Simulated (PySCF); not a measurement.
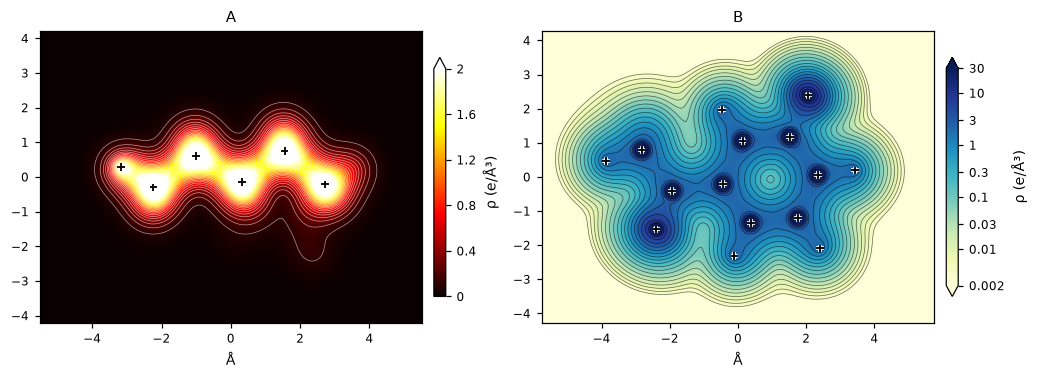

The electron density of 2 systems, each on a plane through atoms (crosses mark nuclei in the plane).

These are results of PBE0/pcSseg-1, SCF density, in a chloroform solvent model, non-relativistic (PySCF 2.14.0), not measurements.

System 1: C₇H₁₄, the plane of atoms C2, C1 and H9. Geometry: PBE0-D3(BJ)/def2-SVP.

```yaml
atoms:
  - { symbol: C, position_ang: [2.6709, 0.4616, 0.1803] }
  - { symbol: C, position_ang: [1.6053, -0.3694, -0.5183] }
  - { symbol: C, position_ang: [0.2386, -0.3180, 0.1490] }
  - { symbol: C, position_ang: [-0.8314, -1.1806, -0.5200] }
  - { symbol: C, position_ang: [-2.1348, -0.7123, 0.1268] }
  - { symbol: C, position_ang: [-1.9295, 0.7955, 0.3986] }
  - { symbol: C, position_ang: [-0.4278, 1.0634, 0.1740] }
  - { symbol: H, position_ang: [2.4114, 1.5318, 0.1869] }
  - { symbol: H, position_ang: [3.6487, 0.3626, -0.3151] }
  - { symbol: H, position_ang: [2.7965, 0.1469, 1.2292] }
  - { symbol: H, position_ang: [1.9359, -1.4211, -0.5713] }
  - { symbol: H, position_ang: [1.4986, -0.0342, -1.5663] }
  - { symbol: H, position_ang: [0.3480, -0.6675, 1.1946] }
  - { symbol: H, position_ang: [-0.8387, -0.9642, -1.6038] }
  - { symbol: H, position_ang: [-0.6506, -2.2612, -0.4067] }
  - { symbol: H, position_ang: [-2.2860, -1.2503, 1.0767] }
  - { symbol: H, position_ang: [-3.0191, -0.9189, -0.4951] }
  - { symbol: H, position_ang: [-2.5453, 1.4169, -0.2692] }
  - { symbol: H, position_ang: [-2.2341, 1.0536, 1.4245] }
  - { symbol: H, position_ang: [0.0025, 1.7358, 0.9308] }
  - { symbol: H, position_ang: [-0.2682, 1.5465, -0.8061] }
```

System 2: C₈H₇FO, the plane of atoms O3, C2 and C4. Geometry: PBE0-D3(BJ)/def2-SVP.

```yaml
atoms:
  - { symbol: C, position_ang: [2.6854, -0.4283, -0.0481] }
  - { symbol: C, position_ang: [1.6599, 0.6151, -0.4115] }
  - { symbol: O, position_ang: [1.9867, 1.6773, -0.8912] }
  - { symbol: C, position_ang: [0.2115, 0.3077, -0.1682] }
  - { symbol: C, position_ang: [-0.7345, 1.2756, -0.5272] }
  - { symbol: C, position_ang: [-2.0895, 1.0394, -0.3232] }
  - { symbol: C, position_ang: [-2.5203, -0.1621, 0.2403] }
  - { symbol: C, position_ang: [-1.5712, -1.1140, 0.5926] }
  - { symbol: F, position_ang: [-1.9717, -2.2642, 1.1316] }
  - { symbol: C, position_ang: [-0.2134, -0.8999, 0.3975] }
  - { symbol: H, position_ang: [3.6834, -0.0410, -0.2842] }
  - { symbol: H, position_ang: [2.6317, -0.6766, 1.0229] }
  - { symbol: H, position_ang: [2.5108, -1.3586, -0.6101] }
  - { symbol: H, position_ang: [-0.3722, 2.2069, -0.9661] }
  - { symbol: H, position_ang: [-2.8258, 1.7959, -0.6037] }
  - { symbol: H, position_ang: [-3.5774, -0.3731, 0.4119] }
  - { symbol: H, position_ang: [0.4850, -1.6837, 0.6934] }
```

Question: Which map belongs to which system?

Answer: Panel A is system 1, C₇H₁₄: the plane holds C and H. C–C (1.52 Å): ρ is about 1.6 e/Å³ halfway. Panel B is system 2, C₈H₇FO: the plane holds C, O, F and H. C–O (1.21 Å): ρ at the midpoint is about 3.3 e/Å³.
